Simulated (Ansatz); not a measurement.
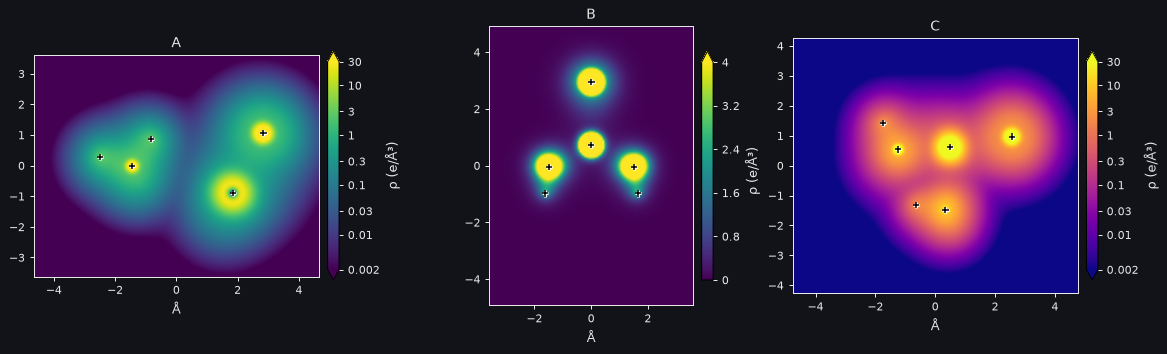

The electron density of 3 systems, each on a plane through atoms (crosses mark nuclei in the plane).

All numbers below come from RKS PBE0-D4/def2-TZVPP (Ansatz 0.2.0).

System 1: H2SSn···CH4, the plane of atoms H4, C2 and H9. The product side of a reaction path; geometry: PBE0-D4/def2-TZVP; core potentials replace the inner electrons of Sn.

```
atom    x (Å)    y (Å)    z (Å)
  Sn   0.0459  -1.7465   0.7232
   C  -0.0492   1.4228  -0.5457
   S   0.6835  -2.9145  -1.0313
   H   0.2510   0.7245  -1.3277
   H   1.0962  -1.0600   1.8865
   H  -1.5776  -1.4306   1.1615
   H   0.6729   1.4041   0.2723
   H  -1.0451   1.1701  -0.1780
   H  -0.0776   2.4302  -0.9608
```

System 2: ClGaH3NO, the plane of atoms Ga1, N3 and H7. The product side of a reaction path; geometry: PBE0-D4/def2-TZVP.

```xyz
7

Ga   -0.2702    0.8125    0.3115
O     0.2775   -1.2184    0.5168
N     0.5045    0.6639   -1.2361
H     0.6269   -1.0964   -0.4004
Cl   -1.3318    1.2404    2.0903
H    -0.3862   -1.9146    0.5060
H     0.5792    1.5126   -1.7882
```

System 3: AlBrH2O2···H2, the plane of atoms Al1, O4 and H8. The product side of a reaction path; geometry: PBE0-D4/def2-TZVP.

```yaml
atoms:
  - { symbol: Al, position_ang: [0.3798, 0.4965, 0.1290] }
  - { symbol: H, position_ang: [0.2493, -1.7672, -0.5620] }
  - { symbol: O, position_ang: [-0.1139, 0.7916, -1.4578] }
  - { symbol: O, position_ang: [-0.6310, 0.4303, 1.4789] }
  - { symbol: H, position_ang: [0.1308, -1.8617, 0.1760] }
  - { symbol: Br, position_ang: [2.5846, 0.4689, 0.5144] }
  - { symbol: H, position_ang: [-1.0186, 0.9190, -1.7349] }
  - { symbol: H, position_ang: [-1.5810, 0.5226, 1.4566] }
```

> Match each panel to its system.

Panel A is system 1, H2SSn···CH4: the plane holds Sn, C, S and H. C2···Sn1 (3.42 Å): the density falls to about 0.05 e/Å³ on the way. Panel B is system 3, AlBrH2O2···H2: the plane holds Al, O, Br and H. Al1···H7 (2.37 Å): the density falls to about 0.76 e/Å³ on the way. Panel C is system 2, ClGaH3NO: the plane holds Ga, O, N, H and Cl. Ga–N (1.74 Å): ρ is about 1.1 e/Å³ halfway.
